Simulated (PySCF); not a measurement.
C4H7N, SMILES `CCC1=NC1`.

Level of theory: def2-SVP basis (PySCF), at a geometry from GFN2-xTB. No frequency check shows the geometry to be a minimum.

Coordinates in Å:

```
C1       1.8981    0.4876    0.1259
C2       0.9516   -0.6732   -0.1746
C3      -0.4483   -0.2853   -0.0252
N4      -1.6232   -0.6362    0.2424
C5      -1.4063    0.8041   -0.1192
H6       1.7913    0.8077    1.1600
H7       1.6801    1.3345   -0.5210
H8       2.9289    0.1824   -0.0354
H9       1.1603   -1.5278    0.4747
H10      1.0897   -1.0040   -1.2101
H11     -1.7714    1.1301   -1.0849
H12     -1.4870    1.5310    0.6787
```

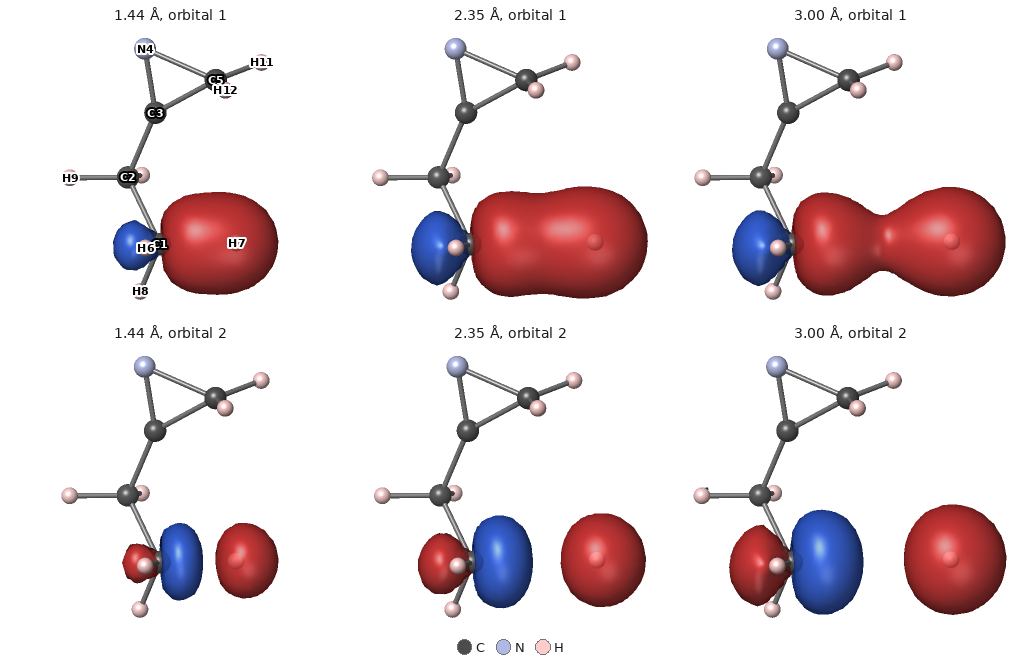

Rigid stretch of the C1–H7 bond. The two CASSCF(2,2) natural orbitals nearest half filling (orbital 1 the more occupied).

### How do the occupations change along the stretch?

1.44 Å: 1.95 and 0.05; 2.35 Å: 1.62 and 0.38; 3.00 Å: 1.29 and 0.71. At the longest distance computed (3.00 Å) they are 1.29 and 0.71, and the effective number of unpaired electrons is 1.7.

### Where does the UHF solution part from RHF?

Between 1.66 Å (⟨S²⟩ = 0, the two coincide) and 1.93 Å (⟨S²⟩ = 0.57); at 3.00 Å ⟨S²⟩ is 1.00 and UHF lies 3.4 eV below RHF.

### How much energy does the stretch cost?

By CASSCF, 4.3 eV from the lowest point of the scan (1.07 Å) to 3.00 Å; RHF gives 7.3 eV from its own lowest point. The fragments aren't relaxed and dynamic correlation is missing, so this isn't a bond dissociation energy.
